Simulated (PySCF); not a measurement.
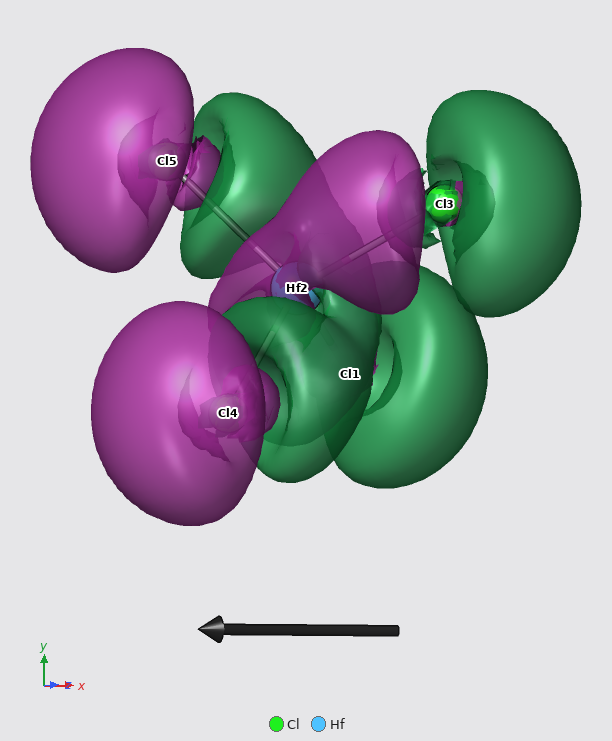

Figure. Cl$_{4}$Hf, SMILES `Cl[Hf](Cl)(Cl)Cl`. Change of the electron density in a uniform field of 0.21 V/Å along −x (arrow), surfaces at ±0.001 e/Å³ (green: gain, purple: loss).

Method: ωB97X/def2-TZVP; geometry: GFN2-xTB; program: PySCF. Core potentials replace the inner electrons of Hf; spin–orbit coupling isn't included. This is a single-reference result, which may miss multireference character in this system. No frequency check shows the geometry to be a minimum. A basis without diffuse functions makes polarisabilities too small. GFN2-xTB bond lengths at metals and heavier atoms can be off by up to 0.1 Å and shapes distorted, which carries into these values.

The field was applied in both directions; the picture shows the one opposite to the script's first.

> How large is the response?

The induced dipole is 0.81 D (along the field); α along this axis, from the fields in both directions, is 80 bohr³ (11.8 Å³).
